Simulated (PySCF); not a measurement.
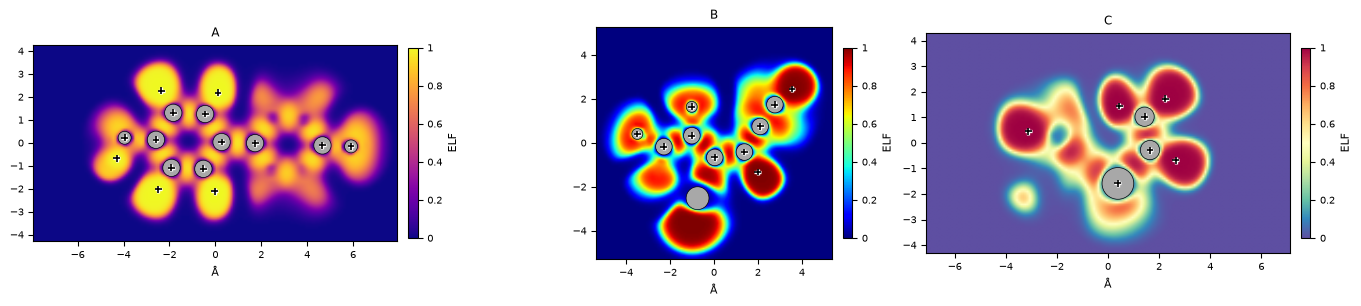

The electron localisation function of 3 systems, each on a plane through atoms (crosses mark nuclei in the plane; grey discs cover the cores).

The calculation used PySCF, PBE0/pcSseg-1, SCF density, gas phase, non-relativistic.

System 1: C12H9O2 (deprotonated 4,4'-biphenol anion) (charge −1), the plane of atoms C6, C7 and C8. Geometry: PBE0-D3(BJ)/def2-SVP.

```yaml
atoms:
  - { symbol: O, position_ang: [-5.2637, -0.4038, 0.3505] }
  - { symbol: C, position_ang: [-4.0252, -0.3570, 0.2097] }
  - { symbol: C, position_ang: [-3.1137, -1.3184, 0.8042] }
  - { symbol: C, position_ang: [-1.7460, -1.2564, 0.6434] }
  - { symbol: C, position_ang: [-1.1105, -0.2499, -0.1234] }
  - { symbol: C, position_ang: [0.3410, -0.1989, -0.2881] }
  - { symbol: C, position_ang: [1.2263, -0.7991, 0.6335] }
  - { symbol: C, position_ang: [2.6084, -0.7617, 0.4708] }
  - { symbol: C, position_ang: [3.1811, -0.1050, -0.6195] }
  - { symbol: O, position_ang: [4.5331, -0.0406, -0.8145] }
  - { symbol: C, position_ang: [2.3347, 0.5084, -1.5452] }
  - { symbol: C, position_ang: [0.9555, 0.4530, -1.3823] }
  - { symbol: C, position_ang: [-1.9729, 0.7020, -0.7192] }
  - { symbol: C, position_ang: [-3.3425, 0.6633, -0.5662] }
  - { symbol: H, position_ang: [-3.5705, -2.1245, 1.3881] }
  - { symbol: H, position_ang: [-1.1313, -2.0406, 1.1004] }
  - { symbol: H, position_ang: [0.8166, -1.2917, 1.5178] }
  - { symbol: H, position_ang: [3.2562, -1.2386, 1.2166] }
  - { symbol: H, position_ang: [4.9526, -0.5170, -0.0919] }
  - { symbol: H, position_ang: [2.7775, 1.0151, -2.4065] }
  - { symbol: H, position_ang: [0.3215, 0.9124, -2.1439] }
  - { symbol: H, position_ang: [-1.5354, 1.5240, -1.2978] }
  - { symbol: H, position_ang: [-3.9762, 1.4290, -1.0261] }
```

System 2: C6H4AlF3, the plane of atoms C4, C3 and H12. Geometry: GFN2-xTB, MD frame at 250 fs, 600 K.

```yaml
atoms:
  - { symbol: C, position_ang: [-2.5426, -2.4379, 1.9439] }
  - { symbol: C, position_ang: [-1.4960, -2.0959, 1.4683] }
  - { symbol: C, position_ang: [-0.2936, -1.7679, 0.9019] }
  - { symbol: C, position_ang: [0.1761, -0.5933, 0.3698] }
  - { symbol: Al, position_ang: [1.8988, -0.5402, -0.8274] }
  - { symbol: C, position_ang: [-0.5672, 0.6268, 0.2150] }
  - { symbol: F, position_ang: [-1.7741, 1.0075, 0.5756] }
  - { symbol: C, position_ang: [0.1114, 1.6412, -0.4039] }
  - { symbol: F, position_ang: [-0.1565, 2.9672, -0.5190] }
  - { symbol: F, position_ang: [1.2681, 1.4336, -1.0714] }
  - { symbol: H, position_ang: [-3.3121, -2.9270, 2.4949] }
  - { symbol: H, position_ang: [0.4561, -2.5657, 0.9343] }
  - { symbol: H, position_ang: [3.1857, -0.1754, -0.0449] }
  - { symbol: H, position_ang: [1.6349, -0.8443, -2.3340] }
```

System 3: C4H12P2Si, the plane of atoms H8, C1 and H9. Geometry: GFN2-xTB.

```xyz
19

C    -2.6533    0.8624   -1.4955
C    -2.8944    0.5732   -0.2271
P    -1.7636   -0.2288    0.9403
C    -0.7031   -1.2483   -0.1974
P     0.6619   -0.1608   -0.8587
C     1.6288    0.0487    0.6975
Si    3.3497    0.7918    0.3548
H    -3.3728    1.3912   -2.1000
H    -1.7298    0.5893   -1.9818
H    -3.8170    0.8937    0.2455
H    -2.6529   -1.2695    1.2499
H    -0.2785   -2.0731    0.3833
H    -1.2991   -1.6492   -1.0224
H     1.4224   -1.2313   -1.3620
H     1.0527    0.7255    1.3346
H     1.7019   -0.9109    1.2143
H     4.0858   -0.0926   -0.5525
H     4.0564    0.8845    1.6345
H     3.1950    2.1133   -0.2496
```

**Which map belongs to which system?**

Panel A is system 1, C12H9O2: the plane holds O, C and H. C–O (1.25 Å): the ELF peaks at about 0.85 between the atoms; a short, strongly polar bond. Panel B is system 2, C6H4AlF3: the plane holds C, F and H. C–C (1.20 Å): the ELF peaks at about 0.85 between the atoms (a short, multiple covalent bond). Panel C is system 3, C4H12P2Si: the plane holds C, P and H. C–C (1.32 Å): the ELF peaks at about 0.95 between the atoms (a multiple bond).
